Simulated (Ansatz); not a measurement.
The compound is MoS (space group P6_3mc, No. 186), taken as coordinates from a relaxation with DFT PBEsol, scalar-relativistic, plane waves, PAW in Ansatz; the starting structure was generated, so it need not be a known form of this composition.

```cif
data_structure
_symmetry_space_group_name_H-M 'P 1'
_symmetry_Int_Tables_number 1
_cell_length_a 3.9191
_cell_length_b 3.9191
_cell_length_c 5.3579
_cell_angle_alpha 90.000
_cell_angle_beta 90.000
_cell_angle_gamma 120.000
_cell_volume 71.27
loop_
_atom_site_label
_atom_site_type_symbol
_atom_site_fract_x
_atom_site_fract_y
_atom_site_fract_z
_atom_site_occupancy
Mo1 Mo 0.66667 0.33333 0.02697 1
Mo2 Mo 0.33333 0.66667 0.52697 1
S1 S 0.66667 0.33333 0.59823 1
S2 S 0.33333 0.66667 0.09823 1
```

Bonds are taken as Mo–S below 2.6 Å; no other contact counts. The graph is simplified in the usual way: terminal and isolated atoms are pruned, two-connected atoms become edges.

Derive the underlying net.

The result is a uninodal 4-connected, three-periodic net: Mo and S are 4-connected nodes. It is the lon net, known from lonsdaleite, wurtzite and tridymite. It is a single net, without interpenetration.

| node | links | point symbol | coordination sequence |
| --- | --- | --- | --- |
| Mo and S | 4 | 6⁶ | 4 12 25 44 67 |

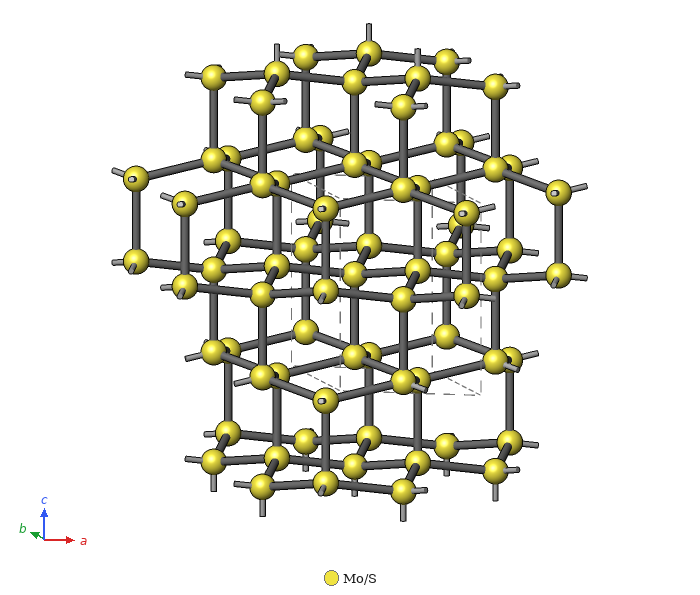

Nodes are coloured by topological kind. Short stubs are edges that leave the cut-out.
